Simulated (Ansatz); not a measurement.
YTiC6N6, 56 atoms, a = 11.52 Å, b = 11.52 Å, c = 11.52 Å, α = 90.00°, β = 90.00°, γ = 90.00°.

Space group Fm-3m; a structure generated by program, which may or may not match a known phase; spin-polarised.

Theory: Ansatz 0.2.0, DFT PBE, scalar-relativistic, plane waves, PAW.

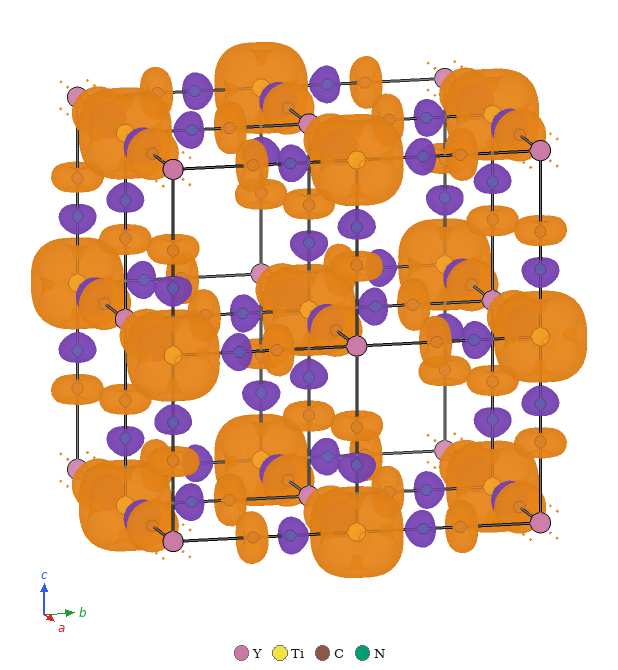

YTiC6N6. Isosurfaces of the spin density at +0.008 (orange) and −0.008 e/Å³ (purple), seen slightly off an axis. Sticks mark near contacts.

Q: Where is the spin, and how is it ordered?

A: The spin density sits on Ti: +0.5 μB (×4) in one cell of 56 atoms: parallel main moments, as they must be, since the calculation's own cell holds one magnetic site. The cell of the calculation (14 atoms) carries 1.0 μB of net spin moment.
